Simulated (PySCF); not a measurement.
Al(H)2(Cl)(OH2), H4AlClO, singlet at its B3LYP/def2-SVP optimised geometry (Å):

```
7

Al    -1.0169    -0.2846     0.0000
H     -1.4256     1.2412     0.0000
H     -1.2642    -1.2412     1.2439
Cl    -1.0554    -1.2564    -1.9447
O      1.0042    -0.2846     0.0000
H      1.2470    -0.6837    -0.8570
H      1.4256    -0.8175     0.6932
```

Computed with PySCF with B3LYP/def2-TZVP.

Map of the Laplacian of the electron density (e/bohr⁵) on the plane z = 0.8 Å:

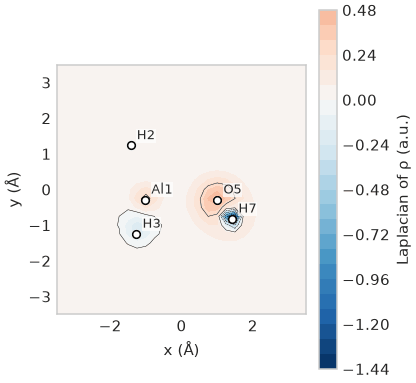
Fig. 1. Laplacian of the electron density (e/bohr⁵) on the plane z = 0.8 Å.
